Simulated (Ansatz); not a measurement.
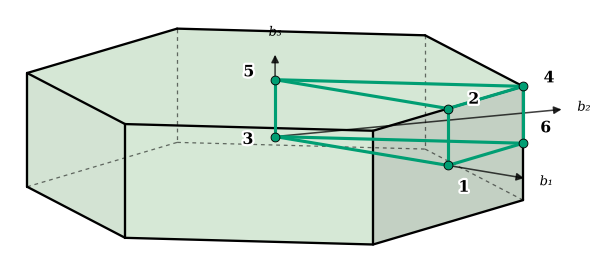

The first Brillouin zone of a primitive hexagonal lattice (hP; extended symbol hP2) is drawn with its special points numbered. Crystal: Ru, coordinates from a relaxation with DFT, PBEsol, plane waves (420 eV) with PAW, scalar-relativistic (Ansatz); the starting structure was generated, so it need not be a known form of this composition. All values are computed from the atomic coordinates in the standard setting (tolerance 0.002 Å).

a = 2.680 Å, b = 2.680 Å, c = 8.606 Å, α = 90.00°, β = 90.00°, γ = 120.00°.

Labels and path follow the convention of Hinuma et al. (2017), as computed by seekpath; the arrows show the directions of the reciprocal primitive vectors b₁, b₂, b₃, in which coordinates are given.

Question: Give the label and coordinates of each numbered point.

Answer:
| no. | label | coordinates |
| --- | --- | --- |
| 1 | M | (1/2, 0, 0) |
| 2 | L | (1/2, 0, 1/2) |
| 3 | Γ | (0, 0, 0) |
| 4 | H | (1/3, 1/3, 1/2) |
| 5 | A | (0, 0, 1/2) |
| 6 | K | (1/3, 1/3, 0) |
